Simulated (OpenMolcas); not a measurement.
# Si2NH6F (SMILES F[SiH2]N[SiH3]) at 6 levels

Wanted: a comparison of 6 runs (HF/STO-3G, HF/3-21G, BHLYP/cc-pVDZ, SVWN5/cc-pVDZ, TPSS/cc-pVDZ, revPBE/cc-pVDZ) of Si2NH6F. 

The results are computed with OpenMolcas 26.06.

## Step 1: The molecule

Si2NH6F: 10 atoms, total charge 0, spin state singlet. SMILES: `F[SiH2]N[SiH3]`. The shape is that of a PBE0-D4/def2-TZVP optimisation. This is one conformer, not always the lowest.

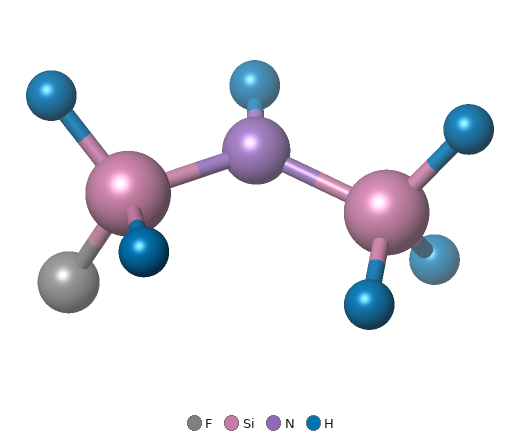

Viewed from a chosen angle; fluorine grey, silicon pink, nitrogen purple, hydrogen blue.

## Step 2: Energy and gradient at HF/STO-3G (run 1)

Input file test.inp:

```
* FH6NSi2 Hartree-Fock

&GATEWAY
  BASLIB=$CurrDir
  COORD
  10
  angstrom
  F       -1.561500       0.994300      -1.776700
  Si      -0.375000       1.301800      -0.745900
  N        0.514800      -0.094800      -0.335900
  Si       0.194800      -1.236100       0.928700
  H        0.517200       2.267200      -1.426700
  H       -1.010100       1.839400       0.475900
  H        1.264300      -0.336200      -0.970000
  H        1.391500      -1.422100       1.791600
  H       -0.186300      -2.569800       0.392000
  H       -0.924400      -0.683300       1.730300
  BASIS=STO-3G
  GROUP=NoSym

&SEWARD

&SCF
  THRESHOLDS=1e-10 1e-07 1e-07 1e-05
  PRORBITALS=1

&ALASKA
```

The basis set STO-3G is read from a file made from the Basis Set Exchange's data (not shown).

Run with:

```bash
$ export MOLCAS_MEM=1860
$ pymolcas test.inp > test.log
```

Log:

```text
--- Start Module: gateway ---
[...]
--- Stop Module: gateway /rc=_RC_ALL_IS_WELL_ ---
[...]
      Basis functions           34
[...]
--- Start Module: scf ---
[...]
       Convergence after  10 Iterations
[...]
::    Total SCF energy                               -726.5303925651
[...]
      Total spin, S                                     0.0000000000
[...]
      Total electronic charge=   50.000000
      Total            charge=   -0.000000
[...]
      Dipole Moment (debye):
      Origin of the operator (angstrom)=   -0.2783    0.1946   -0.3298
                   X=  1.0456E+00               Y= -1.0464E-01               Z=  4.4281E-01           Total=  1.1403E+00
      Quadrupole Moment (debye*angstrom):
[...]
--- Stop Module: scf /rc=_RC_ALL_IS_WELL_ ---
--- Start Module: alaska ---
[...]
 *              Molecular gradients               *
 **************************************************
  Irreducible representation: a
 ------------------------------------------------------------------------------------------
                              X                       Y                       Z
 ------------------------------------------------------------------------------------------
  F1                7.61356244955280E-03    5.42336567576746E-03    6.74778176253099E-03
  SI2              -1.21918144282271E-02   -3.08876135596492E-02   -1.34853651502480E-02
  N3                6.63927035618705E-03    2.80608236458191E-03   -6.02394039611043E-03
  SI4               3.76921482161219E-03    1.55607360044900E-02   -1.82217185352389E-02
  H5                1.70627846085569E-02    1.67733550125253E-02   -1.65764042375778E-02
  H6               -1.47337881529768E-02    7.81121529635165E-03    2.34286117646736E-02
  H7               -2.36204973106791E-03    1.83545691537002E-03    1.16240074778684E-03
  H8                2.61196159334922E-02   -4.01137173701360E-03    1.82421310867062E-02
[...]
--- Stop Module: alaska /rc=_RC_ALL_IS_WELL_ ---
[...]
```

Run time: 3.3 s. Hardware: 1 thread of AMD EPYC 7R43 (Zen 3), shared host; peak memory 0.37 GiB.

## Step 3: Energy and forces at HF/3-21G (run 2)

Input file test.input:

```
&GATEWAY
BasLib
$CurrDir
Coord
10
angstrom
F       -1.561500       0.994300      -1.776700
Si      -0.375000       1.301800      -0.745900
N        0.514800      -0.094800      -0.335900
Si       0.194800      -1.236100       0.928700
H        0.517200       2.267200      -1.426700
H       -1.010100       1.839400       0.475900
H        1.264300      -0.336200      -0.970000
H        1.391500      -1.422100       1.791600
H       -0.186300      -2.569800       0.392000
H       -0.924400      -0.683300       1.730300
Basis
3-21G
Group
NoSym
&SEWARD
&SCF
Thresholds
1e-10 1e-07 1e-07 1e-05
PrOrbitals
1 1
&ALASKA
```

The basis set 3-21G is read from a file made from the Basis Set Exchange's data (not shown).

Run with:

```bash
$ export MOLCAS_MEM=1860
$ pymolcas test.input > test.log
```

Log:

```text
--- Start Module: gateway ---
[...]
--- Stop Module: gateway /rc=_RC_ALL_IS_WELL_ ---
[...]
      Basis functions           56
[...]
--- Start Module: scf ---
[...]
       Convergence after  12 Iterations
[...]
::    Total SCF energy                               -731.4319239551
[...]
      Total spin, S                                     0.0000000000
[...]
      Total electronic charge=   50.000000
      Total            charge=   -0.000000
[...]
      Dipole Moment (debye):
      Origin of the operator (angstrom)=   -0.2783    0.1946   -0.3298
                   X=  1.9539E+00               Y= -2.5395E-01               Z=  6.4144E-01           Total=  2.0721E+00
      Quadrupole Moment (debye*angstrom):
[...]
--- Stop Module: scf /rc=_RC_ALL_IS_WELL_ ---
[...]
--- Start Module: alaska ---
[...]
 *              Molecular gradients               *
 **************************************************
  Irreducible representation: a
 ------------------------------------------------------------------------------------------
                              X                       Y                       Z
 ------------------------------------------------------------------------------------------
  F1                1.96919468512124E-02    5.29373232850999E-03    1.76581953559616E-02
  SI2              -1.02580192200326E-02   -2.04413858443324E-02   -1.13640056820417E-02
  N3               -9.94645472891698E-03    3.09080883582036E-03    1.15591480254779E-02
  SI4              -1.09511916324734E-03    1.02062457794059E-02   -9.67691372549595E-03
  H5                4.46354907821078E-04    5.00776970606243E-04   -2.03636626502890E-03
  H6               -2.44742922954067E-03    3.16715328948725E-04    1.16231205967177E-03
  H7                1.68413727624239E-03   -1.37018902076380E-03   -3.35670138936850E-03
  H8                5.97450552463297E-04    5.42733731683342E-04   -1.53307798634161E-03
[...]
--- Stop Module: alaska /rc=_RC_ALL_IS_WELL_ ---
[...]
```

Run time: 4.2 s. Hardware: 1 thread of AMD EPYC 7R43 (Zen 3), shared host; peak memory 0.39 GiB.

Runs 3 to 5 aren't shown in full; the table further down has their settings and results.

## Step 4: Energy and forces at revPBE/cc-pVDZ (run 6)

Input file coord.xyz:

```xyz
10

F     -1.561500     0.994300    -1.776700
Si    -0.375000     1.301800    -0.745900
N      0.514800    -0.094800    -0.335900
Si     0.194800    -1.236100     0.928700
H      0.517200     2.267200    -1.426700
H     -1.010100     1.839400     0.475900
H      1.264300    -0.336200    -0.970000
H      1.391500    -1.422100     1.791600
H     -0.186300    -2.569800     0.392000
H     -0.924400    -0.683300     1.730300
```

Input file mol.input:

```
* FH6NSi2 Kohn-Sham DFT
>>> EXPORT MOLCAS_PRINT=2
&GATEWAY
BasLib = $CurrDir
Coord = coord.xyz
Basis = cc-pVDZ
Group = NoSym
&SEWARD
GridInput
Grid=UltraFine
End of Grid
&SCF
KSDFT = revPBE
Thresholds = 1e-10 1e-07 1e-07 1e-05
PrOrbitals = 1 2
&ALASKA
```

The basis set cc-pVDZ is read from a file made from the Basis Set Exchange's data (not shown).

Run with:

```bash
$ export MOLCAS_MEM=1860
$ pymolcas mol.input > mol.log
```

Log:

```text
--- Start Module: gateway ---
[...]
--- Stop Module: gateway /rc=_RC_ALL_IS_WELL_ ---
[...]
      Basis functions           94
[...]
--- Start Module: scf ---
[...]
       Convergence after  16 Iterations
[...]
::    Total KS-DFT energy                            -737.0869824028
[...]
      Total spin, S                                     0.0000000000
[...]
      Total electronic charge=   50.000000
      Total            charge=   -0.000000
[...]
      Dipole Moment (debye):
      Origin of the operator (angstrom)=   -0.2783    0.1946   -0.3298
                   X=  1.5962E+00               Y= -3.5429E-01               Z=  2.8361E-01           Total=  1.6595E+00
      Quadrupole Moment (debye*angstrom):
[...]
--- Stop Module: scf /rc=_RC_ALL_IS_WELL_ ---
[...]
--- Start Module: alaska ---
[...]
 *              Molecular gradients               *
 **************************************************
  Irreducible representation: a
 ------------------------------------------------------------------------------------------
                              X                       Y                       Z
 ------------------------------------------------------------------------------------------
  F1                3.63939247873208E-02    9.27995136453941E-03    3.18172068530185E-02
  SI2              -1.95037512889549E-02   -2.22812535563666E-02   -2.05215652508586E-02
  N3               -8.25610450492764E-03    1.40072543814318E-03    1.97681102243852E-03
  SI4               2.45152778896185E-03    1.07771520745832E-02   -1.09897555428500E-02
  H5               -6.04093650195425E-03   -5.84710028043389E-03    3.95656207564965E-03
  H6                3.38266889400884E-03   -3.36923986048587E-03   -7.58234385147638E-03
  H7               -9.94826865462617E-03    3.24499851479954E-03    8.60003933026920E-03
  H8               -7.09071225107261E-03    1.27868099991946E-03   -5.43472396520128E-03
[...]
--- Stop Module: alaska /rc=_RC_ALL_IS_WELL_ ---
[...]
```

Wall time 59 s (1 thread of AMD EPYC 7R43 (Zen 3), shared host); peak memory 0.52 GiB.

## Step 5: The series

| run | level | integration grid | energy (Eh) | dipole moment (D) | HOMO energy (eV) | LUMO energy (eV) | wall time |
| --- | --- | --- | --- | --- | --- | --- | --- |
| 1 | HF/STO-3G | – | -726.530393 | 1.14 | -8.01 | 12.44 | 3.3 s |
| 2 | HF/3-21G | – | -731.431924 | 2.07 | -11.17 | 4.30 | 4.2 s |
| 3 | BHLYP/cc-pVDZ | UltraFine | -737.208486 | 1.86 | -9.21 | 1.45 | 50 s |
| 4 | SVWN5/cc-pVDZ | UltraFine | -733.818661 | 1.73 | -6.60 | -0.57 | 44 s |
| 5 | TPSS/cc-pVDZ | UltraFine | -737.343116 | 1.68 | -6.65 | -0.09 | 71 s |
| 6 | revPBE/cc-pVDZ | UltraFine | -737.086982 | 1.66 | -6.48 | -0.22 | 59 s |

## Step 6: What came out

| quantity | value |
| --- | --- |
| run 6: total energy | -737.08698 Eh |
| run 6: dipole moment | 1.66 D |
| run 6: HOMO energy | -6.48 eV |
| run 6: LUMO energy | -0.22 eV |
| run 6: HOMO–LUMO gap | 6.25 eV |
| run 6: largest force on an atom | 2.531 eV/Å |

In words: The dipole moment (its size) runs from 1.14 D (HF/STO-3G) to 2.07 D (HF/3-21G). The HOMO–LUMO gap runs from 6.03 eV (SVWN5/cc-pVDZ) to 20.44 eV (HF/STO-3G). The two ends differ in method and basis. Totals of different functionals can't be ranked against each other. In run 1 the basis is minimal, so the values are rough. All runs together took 3.9 min, the longest 71 s.
